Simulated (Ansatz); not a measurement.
# BaSrNCl: complex band structure

A new crystal, BaSrNCl: structure, gap and complex bands. It is built by putting Ba for part of the Sr in the Sr2NCl structure of space group R-3m, with the volume rescaled by atomic radii. The parent structure comes from the Materials Project.

Method: r2SCAN DFT, plane waves, PAW files, in the first sound run; inputs show where later runs differ, in Ansatz 0.2.0.

The structure was built from a prototype and need not be the compound's stable phase.

### Step 1. Starting point

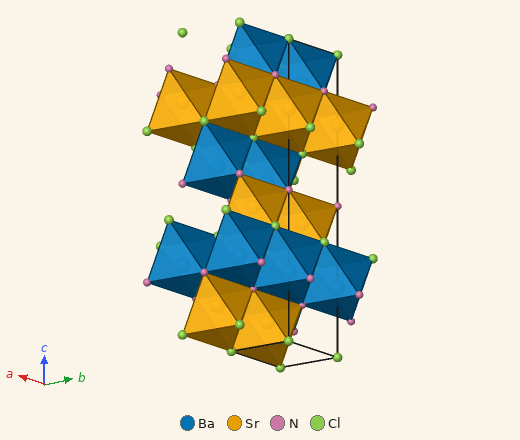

Start, viewed from a free direction; barium blue, strontium orange, nitrogen pink, chlorine green. 2×1×1 cells are drawn. This picture shows the conventional cell, with its axes. Bonds to atoms that aren't drawn are left out. Some periodic images of atoms are drawn too.

### Step 2. Cell and atoms at rest

The substituted atoms don't fit the parent's cell, so cell and atoms relax together. A small smearing keeps the run stable in case the gap closes on the way.

Input file input.yaml:

```yaml
crystal:
  lattice:
    - [1.9929826373, 1.1506490621, 7.2067345891]
    - [-1.9929826373, 1.1506490621, 7.2067345891]
    - [0.0, -2.3012981242, 7.2067345891]
  atoms:
    - { symbol: Ba, position: [0.76959866, 0.76959866, 0.76959866] }
    - { symbol: Sr, position: [0.23040134, 0.23040134, 0.23040134] }
    - { symbol: "N", position: [0.5, 0.5, 0.5] }
    - { symbol: Cl, position: [0.0, 0.0, 0.0] }
kpoints:
  mp_grid: { grid: [6, 6, 6] }
scf:
  occupations: { method: gaussian, width: 0.03 }
hamiltonian:
  xc: r2scan
output:
  forces: true
  stress: true
relax:
  f_tol: 0.02
  max_steps: 60
  cell: {}
```

Command:

```sh
$ ansatz run input.yaml --threads 2 --pin off --max-ram 4096MiB --backend cpu --events-out ev --progress --plain --runs-dir out
```

Numbers of over 12 decimals in the logs are rounded to 6 here.

The program printed:

```text
basis.fft_grid_basis auto: the FFT boxes are laid along the combinations [[1, 0, -1], [0, 1, -1], [0, 0, 1]] of the cell's own vectors, 3.986, 3.986 and 7.565 Å long. The dense box has 30×30×60 points. Along the cell's own vectors, as sized, it would have 60×60×60, 4.00 times as many. Of the 6 symmetry operations that the crystal satisfies within crystal.symmetry.tolerance (time reversal apart; of a slab, those that  [...]
Engine: ansatz 0.2.0, aarch64-unknown-linux-gnu
Pseudopotentials: kind: paw
Pseudopotential: Ba, paw, valence charge 10, recommended cutoff 500 eV (meta_gga), Ba.paw.azcp
Pseudopotential: Sr, paw, valence charge 10, recommended cutoff 500 eV (meta_gga), Sr.paw.azcp
Pseudopotential: N, paw, valence charge 5, recommended cutoff 500 eV (meta_gga), N.paw.azcp
Pseudopotential: Cl, paw, valence charge 7, recommended cutoff 500 eV (meta_gga), Cl.paw.azcp
Functional definition: r2SCAN
  parameter k0 = 0.174
  parameter k1 = 0.065
  parameter a1 = 4.9479
  exchange = r2scan_x(k0 = k0, k1 = k1, a1 = a1)
  correlation = r2scan_c
Crystal: 4 atoms, lattice volume = 99.160 Å³
Basis set: ecut = 500 eV, 2535 PW (Γ), FFT grids on a1−a3, a2−a3, a3, exchange–correlation on 120×120×240 points (64 copies of the dense FFT grid, shifted against one another)
Bands: 20, of which v1, the nominal top of the filled ones, is band 16 counted from 1 (15 counted from 0)
Symmetry: 6 space group operations
Space group: R3m (ITA 160), of the structure as read, at distance tolerance 4.6e-5 Å
k-points: 32 of 216 (time reversal used)
Non-local potential: Ba, projectors of the file, l = 0: 3, l = 1: 2, l = 2: 2, l = 3: 2
Non-local potential: Sr, projectors of the file, l = 0: 3, l = 1: 2, l = 2: 2
Non-local potential: N, projectors of the file, l = 0: 2, l = 1: 2, l = 2: 1
Non-local potential: Cl, projectors of the file, l = 0: 2, l = 1: 2, l = 2: 2
PAW form: soft (Blöchl's): semilocal exchange-correlation on the pseudo side does not see the compensation charge
PAW frozen core: Ba, regenerated for the run's functional (the file was generated under x = pbe(κ = 0.804, μ = 0.219515), c = pbe(β = 0.066725))
PAW frozen core: Sr, regenerated for the run's functional (the file was generated under x = pbe(κ = 0.804, μ = 0.219515), c = pbe(β = 0.066725))
PAW frozen core: N, regenerated for the run's functional (the file was generated under x = pbe(κ = 0.804, μ = 0.219515), c = pbe(β = 0.066725))
PAW frozen core: Cl, regenerated for the run's functional (the file was generated under x = pbe(κ = 0.804, μ = 0.219515), c = pbe(β = 0.066725))
PAW one-centre angular grid: Ba, 302 points (default); XC on 160 Gauss nodes
PAW one-centre angular grid: Sr, 302 points (default); XC on 160 Gauss nodes
PAW one-centre angular grid: N, 302 points (default); XC on 160 Gauss nodes
PAW one-centre angular grid: Cl, 302 points (default); XC on 160 Gauss nodes
Initial density: superposition of atomic densities (neutral atoms: chi_scale 0, normalization atom), corrected by the library's trained network
Initial wavefunctions: pseudopotential atomic-orbital guess
Functional: x = r2scan, c = r2scan; τ floored in thin density (d = 2e-4 eV/Å³)
SCF iter   1: F=—  HF=-10994.188887 eV  |F-HF|=—  |Δ(HF+E_count)|=         —  Δρ=6.51e-3  dr2=7.11e-2  dr2_τ=6.96e-2  ethr=1.77e-3  ⟨swp⟩=8.7  Hψ=4218  notcnv=0
preconditioner: auto → Resta (q_TF=auto, 2.260 Å⁻¹)  ε∞=3.1  [insulator: Δε(μ)=1.886 eV  Ē_g=13.475 eV  σ=0.030 eV  W_gap=1.00  n_scr=22 (ndim 8)  ℏωp=19.7 eV  f_vac=0.008  D(μ)=0.00/eV (n_scr^D=0)  ε∞_Penn≈3.1]
SCF iter   2: F=—  HF=-10994.330596 eV  |F-HF|=—  |Δ(HF+E_count)|=   1.42e-1  Δρ=4.20e-3  dr2=8.88e-3  dr2_τ=3.19e-3  ethr=2.22e-4  ⟨swp⟩=3.0  Hψ=1523  notcnv=0
SCF iter   3: F=—  HF=-10994.330316 eV  |F-HF|=—  |Δ(HF+E_count)|=   2.80e-4  Δρ=1.75e-3  dr2=2.63e-3  dr2_τ=2.48e-4  ethr=2.78e-5  ⟨swp⟩=2.0  Hψ=1052  notcnv=0
SCF iter   4: F=—  HF=-10994.330068 eV  |F-HF|=—  |Δ(HF+E_count)|=   2.48e-4  Δρ=6.74e-4  dr2=2.73e-4  dr2_τ=2.71e-5  ethr=8.21e-6  ⟨swp⟩=2.0  Hψ=784  notcnv=0
SCF iter   5: F=—  HF=-10994.330046 eV  |F-HF|=—  |Δ(HF+E_count)|=   2.19e-5  Δρ=1.66e-4  dr2=1.91e-5  dr2_τ=1.41e-6  ethr=8.52e-7  ⟨swp⟩=3.0  Hψ=1201  notcnv=0
SCF iter   6: F=—  HF=-10994.330051 eV  |F-HF|=—  |Δ(HF+E_count)|=   5.58e-6  Δρ=2.20e-5  dr2=6.28e-7  dr2_τ=5.42e-8  ethr=5.98e-8  ⟨swp⟩=2.2  Hψ=998  notcnv=0
SCF iter   7: F=-10994.330051 eV  HF=-10994.330051 eV  |F-HF|=7.20e-9  |Δ(HF+E_count)|=   1.83e-7  Δρ=4.97e-6  dr2=2.97e-8  dr2_τ=2.40e-9  ethr=3.13e-10  ⟨swp⟩=5.0  Hψ=2748  notcnv=0
SCF 1 converged in 7 iterations: F = -10994.330051 eV  dr2 = 2.97e-8
  greatest PAW one-centre occupation: 0.988 electrons in one spin orbital (limit 2), on the Sr atom at site 1 (counted from 0), in its partial waves of l = 0
relax step   1: F+E_penalty+E_count = -10994.33005146 eV  Δ(F+E_penalty+E_count) = +0.000e0 eV  max|allowed force component| = 7.811e-1 eV/Å  Δτ_max = 0.0000 Å  P = +1.718 GPa  Ω = 99.160 Å³  (7 SCF iters, dr2 threshold 1.00e-7 eV, accepted)
Crystal: 4 atoms, lattice volume = 102.826 Å³
Basis set: ecut = 500 eV, 2643 PW (Γ), FFT grids on a1−a3, a2−a3, a3, exchange–correlation on 120×120×240 points (64 copies of the dense FFT grid, shifted against one another)
Initial density: handed on by an earlier stage of this run
Initial wavefunctions: those handed on with the density
iter 1 solved again at ethr=1.18e-3 eV; its pass at ethr=3.10e-3 eV (dr2=3.79e-1 eV) is discarded
SCF iter   1: F=—  HF=-10994.041643 eV  |F-HF|=—  |Δ(HF+E_count)|=         —  Δρ=1.25e-2  dr2=3.81e-1  dr2_τ=1.00e0  ethr=1.18e-3  ⟨swp⟩=1.0  Hψ=4451  notcnv=0
automatic band count: iteration 1 solves 19 bands in place of 20: the levels show a gap, and the empty bands left out lie too high to hold charge; the band table lists the bands solved (type scf.n_extra_bands for more)
preconditioner: auto → Resta (q_TF=auto, 2.246 Å⁻¹)  ε∞=3.3  [insulator: Δε(μ)=1.047 eV  Ē_g=12.809 eV  σ=0.030 eV  W_gap=1.00  n_scr=22 (ndim 8)  ℏωp=19.4 eV  f_vac=0.007  D(μ)=0.00/eV (n_scr^D=0)  ε∞_Penn≈3.3]
SCF iter   2: F=—  HF=-10994.328550 eV  |F-HF|=—  |Δ(HF+E_count)|=   2.87e-1  Δρ=6.28e-3  dr2=5.22e-2  dr2_τ=9.88e-3  ethr=1.18e-3  ⟨swp⟩=3.1  Hψ=1116  notcnv=0
SCF iter   3: F=—  HF=-10994.321205 eV  |F-HF|=—  |Δ(HF+E_count)|=   7.35e-3  Δρ=2.89e-3  dr2=1.37e-2  dr2_τ=2.08e-3  ethr=1.63e-4  ⟨swp⟩=2.7  Hψ=1214  notcnv=0
SCF iter   4: F=—  HF=-10994.319075 eV  |F-HF|=—  |Δ(HF+E_count)|=   2.13e-3  Δρ=1.00e-3  dr2=1.23e-3  dr2_τ=8.14e-5  ethr=4.28e-5  ⟨swp⟩=2.9  Hψ=980  notcnv=0
[...]
automatic band count: iteration 1 solves 19 bands in place of 20: the levels show a gap, and the empty bands left out lie too high to hold charge; the band table lists the bands solved (type scf.n_extra_bands for more)
preconditioner: auto → Resta (q_TF=auto, 2.252 Å⁻¹)  ε∞=3.2  [insulator: Δε(μ)=1.903 eV  Ē_g=13.030 eV  σ=0.030 eV  W_gap=1.00  n_scr=22 (ndim 8)  ℏωp=19.5 eV  f_vac=0.008  D(μ)=0.00/eV (n_scr^D=0)  ε∞_Penn≈3.2]
SCF iter   2: F=—  HF=-10994.424970 eV  |F-HF|=—  |Δ(HF+E_count)|=   1.42e-2  Δρ=4.29e-3  dr2=2.18e-2  dr2_τ=5.05e-3  ethr=4.21e-4  ⟨swp⟩=3.0  Hψ=1091  notcnv=0
SCF iter   3: F=—  HF=-10994.421399 eV  |F-HF|=—  |Δ(HF+E_count)|=   3.57e-3  Δρ=1.69e-3  dr2=5.80e-3  dr2_τ=5.65e-4  ethr=6.80e-5  ⟨swp⟩=3.0  Hψ=1232  notcnv=0
SCF iter   4: F=—  HF=-10994.420457 eV  |F-HF|=—  |Δ(HF+E_count)|=   9.42e-4  Δρ=5.46e-4  dr2=2.43e-4  dr2_τ=1.41e-5  ethr=1.81e-5  ⟨swp⟩=3.0  Hψ=1002  notcnv=0
SCF iter   5: F=—  HF=-10994.420481 eV  |F-HF|=—  |Δ(HF+E_count)|=   2.38e-5  Δρ=1.04e-4  dr2=1.61e-5  dr2_τ=1.94e-6  ethr=7.61e-7  ⟨swp⟩=2.3  Hψ=978  notcnv=0
SCF iter   6: F=—  HF=-10994.420493 eV  |F-HF|=—  |Δ(HF+E_count)|=   1.14e-5  Δρ=3.55e-5  dr2=1.21e-6  dr2_τ=5.89e-8  ethr=5.02e-8  ⟨swp⟩=2.6  Hψ=992  notcnv=0
SCF iter   7: F=—  HF=-10994.420493 eV  |F-HF|=—  |Δ(HF+E_count)|=   3.18e-7  Δρ=6.67e-6  dr2=4.25e-8  dr2_τ=7.69e-9  ethr=3.78e-9  ⟨swp⟩=2.0  Hψ=1051  notcnv=0
SCF iter   8: F=—  HF=-10994.420493 eV  |F-HF|=—  |Δ(HF+E_count)|=   1.34e-8  Δρ=1.43e-6  dr2=2.43e-9  dr2_τ=5.18e-10  ethr=1.33e-10  ⟨swp⟩=2.1  Hψ=1042  notcnv=0
SCF iter   9: F=—  HF=-10994.420493 eV  |F-HF|=—  |Δ(HF+E_count)|=   1.14e-9  Δρ=4.15e-7  dr2=1.73e-10  dr2_τ=1.08e-11  ethr=7.58e-12  ⟨swp⟩=2.3  Hψ=1038  notcnv=0
SCF iter  10: F=-10994.420493 eV  HF=-10994.420493 eV  |F-HF|=7.28e-12  |Δ(HF+E_count)|=  1.07e-10  Δρ=7.52e-8  dr2=8.52e-12  dr2_τ=1.09e-12  ethr=1.00e-12  ⟨swp⟩=5.0  Hψ=2571  notcnv=0
SCF 3 converged in 10 iterations: F = -10994.420493 eV  dr2 = 8.52e-12
relax step   3: F+E_penalty+E_count = -10994.42049297 eV  Δ(F+E_penalty+E_count) = -9.044e-2 eV  max|allowed force component| = 2.796e-1 eV/Å  Δτ_max = 0.0954 Å  P = +0.149 GPa  Ω = 101.162 Å³  energy of the carried Pulay correction = -2.188e-4 eV  (10 SCF iters, accepted)
[...]
relax step   4: F+E_penalty+E_count = -10994.43839044 eV  Δ(F+E_penalty+E_count) = -1.790e-2 eV  max|allowed force component| = 1.113e-1 eV/Å  Δτ_max = 0.0432 Å  P = -0.153 GPa  Ω = 101.273 Å³  energy of the carried Pulay correction = -2.309e-4 eV  (6 SCF iters, dr2 threshold 4.00e-7 eV, accepted)
[...]
relax step   5: F+E_penalty+E_count = -10994.44071818 eV  Δ(F+E_penalty+E_count) = -2.328e-3 eV  max|allowed force component| = 2.769e-2 eV/Å  Δτ_max = 0.0259 Å  P = -0.101 GPa  Ω = 101.274 Å³  energy of the carried Pulay correction = -2.309e-4 eV  (6 SCF iters, dr2 threshold 4.00e-7 eV, accepted)
[...]
relax step   6: F+E_penalty+E_count = -10994.44087420 eV  Δ(F+E_penalty+E_count) = -1.560e-4 eV  max|allowed force component| = 1.863e-2 eV/Å  Δτ_max = 0.0040 Å  P = +0.019 GPa  Ω = 101.075 Å³  energy of the carried Pulay correction = -2.095e-4 eV  (5 SCF iters, dr2 threshold 4.79e-8 eV, accepted)
Initial wavefunctions: pseudopotential atomic-orbital guess (no wavefunctions were taken with the density)
iter 1 solved again at ethr=1.65e-6 eV; its pass at ethr=3.10e-3 eV (dr2=5.27e-4 eV) is discarded
SCF iter   1: F=—  HF=-10994.441093 eV  |F-HF|=—  |Δ(HF+E_count)|=         —  Δρ=3.92e-5  dr2=1.55e-7  dr2_τ=6.11e-7  ethr=1.65e-6  ⟨swp⟩=3.2  Hψ=5990  notcnv=0
eigensolver tolerance schedule: the retry pair's looser diagonalisation over-reported the residual by 3388.66 of it (diagonalisation noise at an unbounded share of the residual, at the tolerance the schedule requests for it); recorded, not acted on — ethr = c·dr2/N_el stays at c = 1.0e-1
preconditioner: auto → Resta (q_TF=auto, 2.252 Å⁻¹)  ε∞=3.1  [insulator: Δε(μ)=1.825 eV  Ē_g=13.371 eV  σ=0.030 eV  W_gap=1.00  n_scr=22 (ndim 8)  ℏωp=19.5 eV  f_vac=0.007  D(μ)=0.00/eV (n_scr^D=0)  ε∞_Penn≈3.1]
SCF iter   2: F=—  HF=-10994.441097 eV  |F-HF|=—  |Δ(HF+E_count)|=   3.94e-6  Δρ=2.04e-5  dr2=4.65e-8  dr2_τ=9.76e-8  ethr=4.86e-10  ⟨swp⟩=3.7  Hψ=1673  notcnv=0
SCF iter   3: F=—  HF=-10994.441097 eV  |F-HF|=—  |Δ(HF+E_count)|=   5.74e-7  Δρ=2.01e-6  dr2=2.33e-9  dr2_τ=1.73e-9  ethr=1.45e-10  ⟨swp⟩=2.0  Hψ=1152  notcnv=0
SCF iter   4: F=—  HF=-10994.441097 eV  |F-HF|=—  |Δ(HF+E_count)|=   1.90e-9  Δρ=6.92e-7  dr2=4.02e-10  dr2_τ=1.28e-10  ethr=7.27e-12  ⟨swp⟩=2.5  Hψ=1103  notcnv=0
SCF iter   5: F=—  HF=-10994.441097 eV  |F-HF|=—  |Δ(HF+E_count)|=  2.87e-10  Δρ=5.49e-7  dr2=3.60e-10  dr2_τ=4.73e-11  ethr=1.26e-12  ⟨swp⟩=2.0  Hψ=960  notcnv=0
SCF iter   6: F=-10994.441097 eV  HF=-10994.441097 eV  |F-HF|=9.09e-12  |Δ(HF+E_count)|=  1.82e-11  Δρ=1.16e-7  dr2=1.74e-11  dr2_τ=1.84e-12  ethr=1.00e-12  ⟨swp⟩=3.8  Hψ=2689  notcnv=0
SCF 7 converged in 6 iterations: F = -10994.441097 eV  dr2 = 1.74e-11
relax step   7: F+E_penalty+E_count = -10994.44109742 eV  Δ(F+E_penalty+E_count) = -2.232e-4 eV  max|allowed force component| = 1.872e-2 eV/Å  Δτ_max = 0.0000 Å  P = +0.020 GPa  Ω = 101.075 Å³  stress off target by 3.71e-2 GPa  SCF on the basis re-selected at this cell (its energy is not comparable with the rows above)  (6 SCF iters)
basis re-selected at this cell: Δ(F+E_penalty+E_count) = -2.232e-4 eV, ΔP = +0.001 GPa vs the last step (what re-selecting the basis moved, of the pressure what is left beyond the Pulay correction that the steps carried, after the strain that the cell walked since its last selection, with what the two solves' SCF thresholds leave and, on support functions, any second-order correction that the steps lacked; it is no m [...]
SCF converged after 6 iterations
Free energy (F): -10994.441097 eV
Harris-Foulkes:  -10994.441097 eV  (|F-HF|=9.09e-12)
Internal energy: -10994.441097 eV  (E = F + TS)
E sigma→0 (E₀):  -10994.441097 eV
Fermi energy:    8.534387 eV
--- Per-component energies (eV) ---
  E_band       = -141.755761
  E_kinetic    = 706.324937
  E_local      = -1366.322927  (includes V_loc(G=0)·N_el)
  E_nonlocal   = 330.661881
  E_hartree    = 398.596713
  E_xc         = -486.649571
  E_vxc        = -547.738916  (∫ρ·V_xc dr)
  E_paw        = -8761.897064  (= ΣΔE_a)
  E_vpaw       = -90.716728  (= ΣTr[D̂ρ^β])
  E_aug_tail   = 0.000051  (compensation charges beyond the density's cutoff)
  E_vtau       = 28.842579  (kinetic-family band-sum trace: ∫τ·v_τ [+ j·A + Jᵃ·Aᵃ] dr)
  E_ewald      = -1814.913526
  E_core_change = -0.241592  (= ΣΔE_core)
  E_smearing   = -0.000000  (= −TS)
  E_closure    = 0.000000  (closes the sum)
  Σ components = -10994.441097   (vs F -10994.441097, Δ=0.00e0)
--- Forces (eV/Å), atoms counted from 1 ---
  atom   1  Ba     0.00000000     0.00000000    -0.01151719
  atom   2  Sr    -0.00000000    -0.00000000     0.01871736
  atom   3  N      0.00000000    -0.00000000    -0.00995461
  atom   4  Cl     0.00000000    -0.00000000     0.00275813
  max |Σ_I F_I| component: 3.69e-6 eV/Å
--- Stress (GPa, compression-positive) ---
        0.011285       0.000000      -0.000000
        0.000000       0.011285       0.000000
       -0.000000       0.000000       0.037134
  P = ⅓ Tr σ = 0.0199 GPa (0.199 kbar)
--- Relaxed structure (6 steps of the walk, 5 accepted, 1 SCFs on fresh bases) ---
  F+E_penalty+E_count = -10994.44109742 eV   max|allowed force component| = 1.872e-2 eV/Å   (the final SCF, on the basis selected at the relaxed cell)
  cell:  # Å, volume = 101.0753 Å³
    - [1.989302, 1.148524, 7.373150]
    - [-1.989302, 1.148524, 7.373150]
    - [0, -2.297048, 7.373150]
  atoms:
    - { symbol: Ba, position: [0.771329, 0.771329, 0.771329] }
    - { symbol: Sr, position: [0.232270, 0.232270, 0.232270] }
    - { symbol: N, position: [0.504020, 0.504020, 0.504020] }
    - { symbol: Cl, position: [-0.00761928, -0.00761928, -0.00761928] }
```

The job ended after 49 s (2 threads of Arm Neoverse V2, shared host; peak memory 0.59 GiB).

Relaxation path:

| step | energy less that of the first step (eV) | largest force component (eV/Å) | pressure (GPa) | volume (Å³) |
| --- | --- | --- | --- | --- |
| 1 | 0.0000 | 0.7811 | 1.72 | 99.16 |
| 2 | 0.0110 | 1.0234 | -1.36 | 102.83 |
| 3 | -0.0904 | 0.2796 | 0.15 | 101.16 |
| 4 | -0.1083 | 0.1113 | -0.15 | 101.27 |
| 5 | -0.1107 | 0.0277 | -0.10 | 101.27 |
| 6 | -0.1108 | 0.0186 | 0.02 | 101.08 |
| 7* | -0.1110 | 0.0187 | 0.02 | 101.08 |

Relaxation steps marked * repeat the geometry before them on a plane-wave basis chosen anew for their cell, so energy and pressure can jump there. Relaxation step 2 was tried and not accepted.

Forces are held to the 6 operations that the run works with; a distortion that breaks them can't arise in this run.

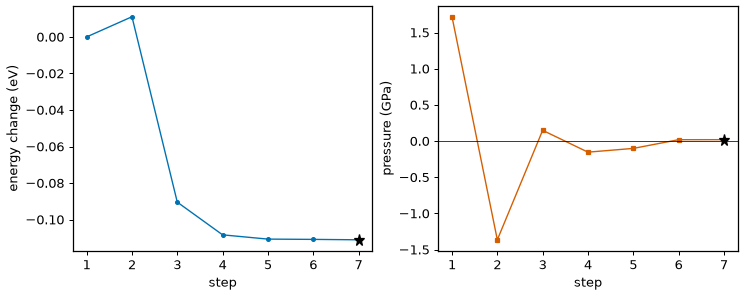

Energy and pressure along the relaxation. Stars mark steps on a basis chosen anew.

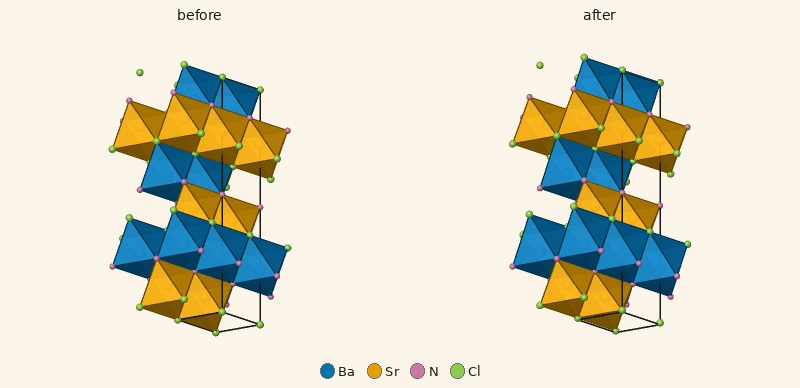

Before and after, at one scale. Bonds to atoms that aren't drawn are left out.

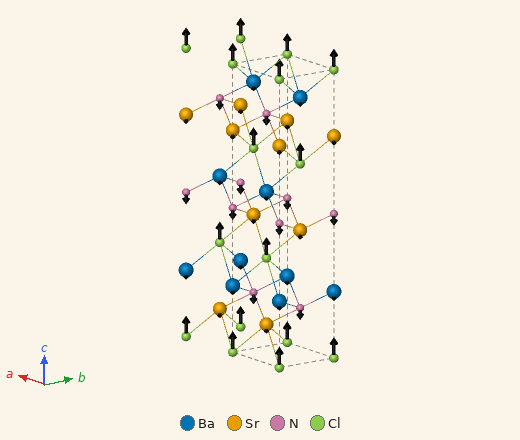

Displacements in the relaxation, exaggerated, measured against the changing cell; the longest in the cell stands for 0.17 Å. Bonds to atoms that aren't drawn are left out. 2×1×1 conventional cells are drawn. Some periodic images of atoms are drawn too.

| conventional cell, symmetrised | before | after | change |
| --- | --- | --- | --- |
| a (Å) | 3.986 | 3.979 | -0.2 % |
| b (Å) | 3.986 | 3.979 | -0.2 % |
| c (Å) | 21.620 | 22.119 | +2.3 % |
| volume (Å³/atom) | 24.79 | 25.27 | +1.9 % |

The atoms that moved most (Å, as changes of fractional coordinates times the final cell):

| atom | dx | dy | dz | length |
| --- | --- | --- | --- | --- |
| Cl4 | 0.000 | 0.000 | -0.169 | 0.169 |
| N3 | 0.000 | 0.000 | 0.089 | 0.089 |
| Sr2 | 0.000 | 0.000 | 0.041 | 0.041 |
| Ba1 | 0.000 | 0.000 | 0.038 | 0.038 |

Final coordinates:

```cif
data_structure
_symmetry_space_group_name_H-M 'P 1'
_symmetry_Int_Tables_number 1
_cell_length_a 7.7227
_cell_length_b 7.7227
_cell_length_c 7.7227
_cell_angle_alpha 29.854
_cell_angle_beta 29.854
_cell_angle_gamma 29.854
_cell_volume 101.08
loop_
_atom_site_label
_atom_site_type_symbol
_atom_site_fract_x
_atom_site_fract_y
_atom_site_fract_z
_atom_site_occupancy
Ba1 Ba 0.77133 0.77133 0.77133 1
Sr2 Sr 0.23227 0.23227 0.23227 1
N3 N 0.50402 0.50402 0.50402 1
Cl4 Cl 0.99238 0.99238 0.99238 1
```

Numbers from this step:

| Property | Result |
| --- | --- |
| free energy | -10994.4411 eV |
| Fermi energy | 8.534 eV |
| pressure | 0.01990 GPa |

The largest force component on a free atom ends at 0.019 eV/Å.

(Part 1 of 2 ends here.)

[Logs are printed without paths, hosts, clocks, repeated set-up lines and the standing remarks that a program may print on its own settings, such as how far it seeks lower states.]

[Hosts, paths, dates, database ids (printed as entryN), source tags and the programs' standing remarks are cut or masked in the printed files.]

[New means built here by substitution; the compound itself may be known and measured.]
